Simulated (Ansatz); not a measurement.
**Si2H3OF (SMILES F[Si]O[SiH3]) at 6 levels**

We compute a comparison of 6 runs (HF/3-21G, B2PLYP/def2-SVPD, BHLYP/def2-SVPD, BLYP/def2-SVPD, CAM-B3LYP/def2-SVPD, PBE0/def2-SVPD) of Si2H3OF. 

The calculation is run with Ansatz 0.2.0.

57 further runs of the same task are left out: 57 set aside as unsound or not needed.

### Step 1. Starting point

Si2H3OF has 7 atoms, charge 0, and is taken as a singlet. SMILES: `F[Si]O[SiH3]`. The F1–Si2 distance was set to 2.426 Å, away from the relaxed value. At this shape a bond of the SMILES string is far longer than usual.

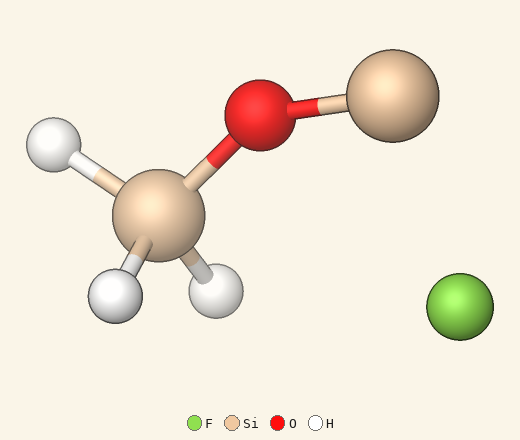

Viewed from a chosen angle; fluorine green, silicon light orange, oxygen red, hydrogen white.

### Step 2. A single-point energy at HF/3-21G (run 1)

Contents of in.yaml:

```yaml
basis:
  gaussian: {orbitals: 3-21G.json}
crystal:
  periodic: [false, false, false]
  atoms:
    - {symbol: F, position_ang: [1.173333, -1.661490, 2.192336]}
    - {symbol: Si, position_ang: [-0.428700, -2.165500, 0.441500]}
    - {symbol: O, position_ang: [-0.538300, -0.736500, -0.334600]}
    - {symbol: Si, position_ang: [-0.025600, 0.837100, -0.406700]}
    - {symbol: H, position_ang: [-0.705100, 1.480700, -1.555500]}
    - {symbol: H, position_ang: [-0.385700, 1.537800, 0.850000]}
    - {symbol: H, position_ang: [1.444000, 0.875800, -0.603300]}
hamiltonian: {xc: hf}
accuracy: high
output: {orbitals: {seedname: orbitals}}
```

The basis set 3-21G is read from a file made from the Basis Set Exchange's data (not shown).

Run with:

```sh
$ ansatz run in.yaml --threads 1 --pin off --max-ram 3480MiB --events-out events.jsonl --progress --plain --runs-dir runs
```

Output:

```text
Warning: RAYON_NUM_THREADS=1 ignored (pool sized by the plan → 1); use --threads N
Functional definition: HF
  name "HF"
  exchange = exact_x
  correlation = 0
1089 factors; integrals over basis functions are off by at most 4.7e-9 eV
mean field evaluation 1: about -20401.1158 eV, gradient 4.7e1 eV
mean field evaluation 2: about -20401.3568 eV, gradient 4.7e1 eV
mean field evaluation 4: about -20405.6911 eV, gradient 2.9e0 eV
mean field evaluation 8: about -20405.7796 eV, gradient 6.7e-1 eV
mean field evaluation 16: about -20405.7849 eV, gradient 1.1e-6 eV
mean field -20405.78490305 eV, -749.8987636492 hartree, gradient 3.1e-8 eV, S^2 0.000000; 0 other end points of the search recorded, 0 dependent functions left out
reference -20405.78490305 eV, -749.8987636492 hartree; 24, 24 occupied and 26, 26 virtual orbitals, 1089 factors
Total energy: -20405.78490305 eV, -749.8987636492 hartree
```

Run time: 0.52 s. Hardware: 1 thread of Arm Neoverse V2, shared host; peak memory 0.11 GiB.

### Step 3. The energy at B2PLYP/def2-SVPD (run 2)

Contents of job.yaml:

```yaml
crystal:
  periodic: [false, false, false]
  atoms:
    - {symbol: F, position_ang: [1.173333, -1.661490, 2.192336]}
    - {symbol: Si, position_ang: [-0.428700, -2.165500, 0.441500]}
    - {symbol: O, position_ang: [-0.538300, -0.736500, -0.334600]}
    - {symbol: Si, position_ang: [-0.025600, 0.837100, -0.406700]}
    - {symbol: H, position_ang: [-0.705100, 1.480700, -1.555500]}
    - {symbol: H, position_ang: [-0.385700, 1.537800, 0.850000]}
    - {symbol: H, position_ang: [1.444000, 0.875800, -0.603300]}
basis:
  gaussian:
    orbitals: def2-SVPD
hamiltonian:
  xc: {name: B2PLYP}
correlation:
  frozen_orbitals: {F: 1, H: 0, O: 1, Si: 5}
accuracy: high
output: {orbitals: {seedname: orbitals}}
```

Run with:

```sh
$ ansatz run job.yaml --threads 1 --pin off --max-ram 3480MiB --events-out events.jsonl --progress --plain --runs-dir runs
```

Output, shortened:

```text
Warning: RAYON_NUM_THREADS=1 ignored (pool sized by the plan → 1); use --threads N
Functional definition: B2PLYP
  name "B2PLYP"
[...]
2293 factors; integrals over basis functions are off by at most 3.7e-9 eV
[...]
mean field -20544.46431875 eV, -754.9951381761 hartree, gradient 5.1e-8 eV, S^2 0.000000; 1 other end points of the search recorded, 0 dependent functions left out
12 core orbitals not correlated: weight in the atoms' cores, before any rotation towards them, 1.000 or more for the frozen orbitals, at most 0.000 for the correlated occupied ones
reference -20544.46434616 eV, -754.9951391831 hartree; 12, 12 occupied and 94, 94 virtual orbitals, 2293 factors
second order -20.14449575 eV of doubles, -0.00000000 eV of singles
Total energy: -20549.90336001 eV, -755.1950192555 hartree
```

Run time: 16 s. Hardware: 1 thread of Arm Neoverse V2, shared host; peak memory 0.47 GiB.

Runs 3 to 4 aren't shown in full; the table further down has their settings and results.

### Step 4. The energy at CAM-B3LYP/def2-SVPD (run 5)

in.yaml, as its differences from that of step 2:

```diff
@@ -1,3 +1 @@
-basis:
-  gaussian: {orbitals: 3-21G.json}
 crystal:
@@ -12,4 +10,8 @@
     - {symbol: H, position_ang: [1.444000, 0.875800, -0.603300]}
-hamiltonian: {xc: hf}
+basis:
+  gaussian:
+    orbitals: def2-SVPD
 accuracy: high
 output: {orbitals: {seedname: orbitals}}
+hamiltonian:
+  xc: {name: CAM-B3LYP}
```

Run with:

```sh
$ ansatz run in.yaml --threads 1 --pin off --max-ram 3480MiB --events-out events.jsonl --progress --plain --runs-dir runs
```

Output:

```text
Warning: RAYON_NUM_THREADS=1 ignored (pool sized by the plan → 1); use --threads N
Functional definition: CAM-B3LYP
  name "CAM-B3LYP"
  parameter alpha = 0.19
  parameter beta = 0.46
  parameter omega = 0.33/bohr
  parameter ac = 0.81
  exchange = (1 - alpha - beta)*b88_x + beta*b88_x_sr(omega) + alpha*exact_x + beta*exact_x_lr(omega)
  correlation = (1 - ac)*vwn5_c + ac*lyp_c
2293 factors; integrals over basis functions are off by at most 3.7e-9 eV
615 factors; integrals over basis functions are off by at most 1.6e-9 eV
mean field evaluation 1: about -20550.8694 eV, gradient 6.6e1 eV
mean field evaluation 2: about -20470.6776 eV, gradient 2.0e2 eV
mean field evaluation 4: about -20558.8929 eV, gradient 1.3e1 eV
mean field evaluation 8: about -20559.2100 eV, gradient 7.0e-1 eV
mean field evaluation 16: about -20559.2115 eV, gradient 9.2e-5 eV
mean field -20559.21147753 eV, -755.5370862652 hartree, gradient 4.9e-8 eV, S^2 0.000000; 0 other end points of the search recorded, 0 dependent functions left out
reference -20559.21149857 eV, -755.5370870383 hartree; 24, 24 occupied and 94, 94 virtual orbitals, 2293 factors
Total energy: -20559.21149857 eV, -755.5370870383 hartree
```

Wall time 12 s (1 thread of Arm Neoverse V2, shared host); peak memory 0.51 GiB.

### Step 5. The energy at PBE0/def2-SVPD (run 6)

Contents of molecule.yaml:

```yaml
basis:
  gaussian:
    orbitals: def2-SVPD
crystal:
  periodic: [false, false, false]
  atoms:
    - {symbol: F, position_ang: [1.173333, -1.661490, 2.192336]}
    - {symbol: Si, position_ang: [-0.428700, -2.165500, 0.441500]}
    - {symbol: O, position_ang: [-0.538300, -0.736500, -0.334600]}
    - {symbol: Si, position_ang: [-0.025600, 0.837100, -0.406700]}
    - {symbol: H, position_ang: [-0.705100, 1.480700, -1.555500]}
    - {symbol: H, position_ang: [-0.385700, 1.537800, 0.850000]}
    - {symbol: H, position_ang: [1.444000, 0.875800, -0.603300]}
hamiltonian:
  xc: {name: PBE0}
accuracy: high
total_charge: 0
output: {orbitals: {seedname: orbitals}}
```

Run with:

```sh
$ ansatz run molecule.yaml --threads 1 --pin off --max-ram 3480MiB --events-out events.jsonl --progress --plain --runs-dir runs
```

Output:

```text
Warning: RAYON_NUM_THREADS=1 ignored (pool sized by the plan → 1); use --threads N
Functional definition: PBE0
  name "PBE0"
  parameter a = 0.25
  parameter kappa = 0.804
  parameter beta = 0.06672455060314922
  exchange = (1 - a)*pbe_x(kappa = kappa, mu = beta*pi^2/3) + a*exact_x
  correlation = pbe_c(beta = beta)
2293 factors; integrals over basis functions are off by at most 3.7e-9 eV
mean field evaluation 1: about -20539.9098 eV, gradient 6.7e1 eV
mean field evaluation 2: about -20347.0881 eV, gradient 2.5e2 eV
mean field evaluation 4: about -20547.6977 eV, gradient 2.1e1 eV
mean field evaluation 8: about -20548.4759 eV, gradient 1.2e0 eV
mean field evaluation 16: about -20548.4788 eV, gradient 8.3e-5 eV
mean field -20548.47884540 eV, -755.1426693093 hartree, gradient 6.7e-9 eV, S^2 0.000000; 0 other end points of the search recorded, 0 dependent functions left out
reference -20548.47884877 eV, -755.1426694331 hartree; 24, 24 occupied and 94, 94 virtual orbitals, 2293 factors
Total energy: -20548.47884877 eV, -755.1426694331 hartree
```

It took 11 s on 1 thread of Arm Neoverse V2, shared host; peak memory 0.43 GiB.

### Step 6. The series

```tsv
run	level	frozen core orbitals	energy (Eh)	HOMO energy (eV)	LUMO energy (eV)	HOMO–LUMO gap (eV)	wall time
1	HF/3-21G	–	-749.898764	-10.07	0.24	10.31	0.52 s
2	B2PLYP/def2-SVPD	12	-755.195019	-9.56	-2.05	7.51	16 s
3	BHLYP/def2-SVPD	–	-755.492669	-9.61	-2.33	7.28	11 s
4	BLYP/def2-SVPD	–	-755.563522	-6.43	-3.82	2.61	8.7 s
5	CAM-B3LYP/def2-SVPD	–	-755.537087	-9.61	-2.10	7.51	12 s
6	PBE0/def2-SVPD	–	-755.142669	-8.20	-3.19	5.01	11 s
```

### Step 7. Summary of results

```
            quantity          value
 run 6: total energy  -755.14267 Eh
  run 6: HOMO energy       -8.20 eV
  run 6: LUMO energy       -3.19 eV
run 6: HOMO–LUMO gap        5.01 eV
```

What this shows: The HOMO–LUMO gap runs from 2.61 eV (BLYP/def2-SVPD) to 10.31 eV (HF/3-21G). The two ends differ in method and basis. Totals of different functionals can't be ranked against each other. All runs together took 59 s, the longest 16 s.
